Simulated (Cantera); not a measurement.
Feed: 1 mol SiO₂, 14 mol F₂, 0.68 mol H₂, a varied amount of HCl, held at 802 °C and 5.80 Pa.

These are equilibrium values from Cantera (NASA tables, ideal gas, pure condensed phases), not measurements of a reactor. Candidate condensed phases: H₂O, Si, SiO₂; 52 gas species. The numbers say what is thermodynamically allowed, not how fast it happens.

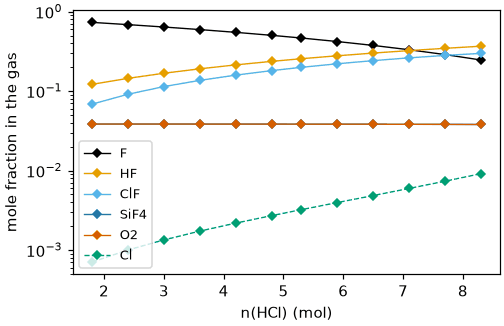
Figure. Equilibrium gas composition (values under 1e-9 drawn at 1e-9)

From 1.8 mol HCl to 8.3 mol HCl nothing is condensed. The main Si-bearing gas is SiF₄ throughout.
